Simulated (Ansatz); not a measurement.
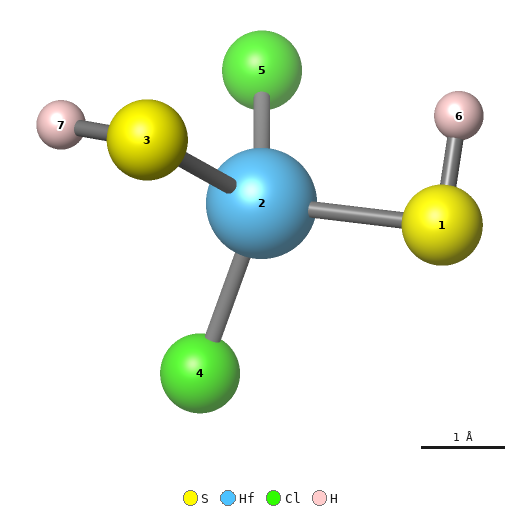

The structure as given in the input (ball-and-stick view, seen at a tilt; atoms are numbered from 1 in the order of the input). Sticks mark near contacts.

## HfH₂S₂Cl₂: single-point calculation

The run: single-point calculation of HfH₂S₂Cl₂, SMILES [SH][Hf]([SH])([Cl])[Cl]. Method and program: RKS PBE0-D4/def2-TZVPP (Ansatz 0.2.0).

The geometry comes from this level: PBE0-D4/def2-TZVP.

## What the program printed
```
Functional definition: PBE0
  name "PBE0"
  cite "Adamo & Barone, J. Chem. Phys. 110, 6158 (1999) doi:10.1063/1.478522"
  cite "Perdew, Burke & Ernzerhof, Phys. Rev. Lett. 77, 3865 (1996) doi:10.1103/PhysRevLett.77.3865"
  parent pbe
  parameter a = 0.25
  parameter kappa = 0.804
  parameter beta = 0.06672455060314922
  exchange = (1 - a)*pbe_x(kappa = kappa, mu = beta*pi^2/3) + a*exact_x
  correlation = pbe_c(beta = beta)
1802 factors; their error is unknown
mean field evaluation 1: about -48046.1276 eV, gradient 2.8e1 eV
mean field evaluation 2: about -48043.1689 eV, gradient 4.6e1 eV
mean field evaluation 4: about -48048.1047 eV, gradient 2.0e0 eV
mean field evaluation 8: about -48048.1145 eV, gradient 4.2e-2 eV
mean field evaluation 16: about -48048.2051 eV, gradient 5.3e-5 eV
mean field -48048.20509738 eV, -1765.7389690854 hartree, gradient 5.3e-5 eV, S^2 0.000000; 0 other end points of the search recorded, 0 dependent functions left out
reference -48048.20512855 eV, -1765.7389702310 hartree; 40, 40 occupied and 212, 212 virtual orbitals, 1802 factors
Total energy: -48048.43246754 eV, -1765.7473247849 hartree
```

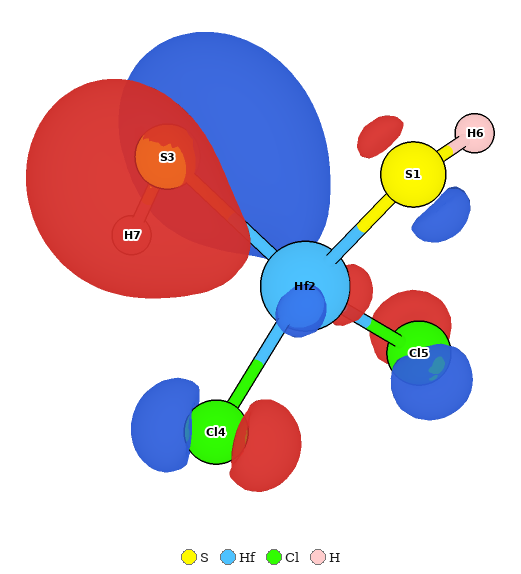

One frontier orbital at ±0.1 Å⁻³ᐟ² (red and blue are the two phases), seen at a tilt. The HOMO, at −8.09 eV.

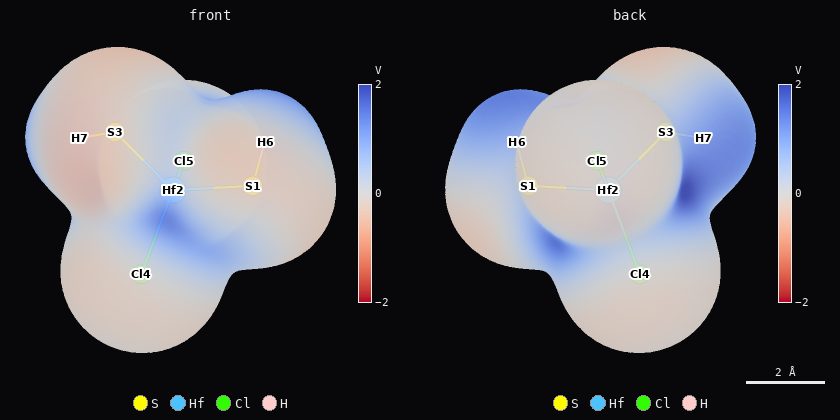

The electrostatic potential painted on the density surface at 0.001 e/bohr³, seen at a tilt and from behind; red is negative and blue positive. A positive charge is drawn to the negative regions and a negative charge to the positive ones.

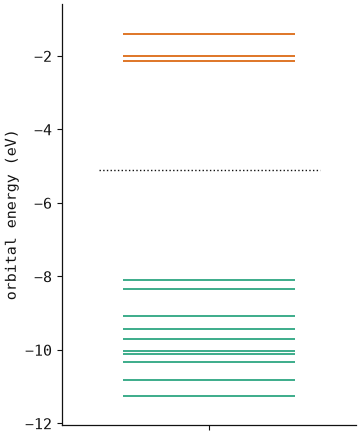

Orbital energies near the frontier; the dotted line parts filled from empty levels, and levels within 0.02 eV of each other stand side by side. Highest filled −8.09 eV, lowest empty −2.14 eV, 5.95 eV apart.

This output came from the following input.

## Input file
```yaml
crystal:
  periodic: [false, false, false]
  atoms:
    - {symbol: S, position_ang: [0.147438, 1.846176, 1.452289]}
    - {symbol: Hf, position_ang: [0.172870, 0.217678, -0.326545]}
    - {symbol: S, position_ang: [0.417685, -1.910654, 0.794045]}
    - {symbol: Cl, position_ang: [1.998417, 0.624869, -1.709405]}
    - {symbol: Cl, position_ang: [-1.837144, 0.224690, -1.505904]}
    - {symbol: H, position_ang: [-1.157192, 1.572481, 1.665068]}
    - {symbol: H, position_ang: [0.257926, -2.575231, -0.369548]}
basis:
  gaussian: {orbitals: def2-TZVPP}
hamiltonian: {xc: pbe0, dispersion: d4}
output: {orbitals: {seedname: orbitals}}
```

Command:
```bash
ansatz run in.yaml --threads 4 --pin off --events-out ev --progress --plain --max-ram 10444MiB
```

## Results in brief

```json
{"quantity": "outcome", "value": "converged"}
{"quantity": "total energy", "value": "−48048.4325 eV"}
{"quantity": "mean-field energy", "value": "−48048.2051 eV"}
{"quantity": "dispersion energy", "value": "−0.2273 eV"}
{"quantity": "SCF solution under orbital rotations", "value": "stable"}
{"quantity": "HOMO", "value": "−8.09 eV"}
{"quantity": "LUMO", "value": "−2.14 eV"}
{"quantity": "hardware", "value": "4 threads of Arm Neoverse V2, 23 GiB of memory available, shared host"}
{"quantity": "wall time", "value": "3.8 s (CPU time 14 s)"}
{"quantity": "peak memory", "value": "0.91 GiB"}
```
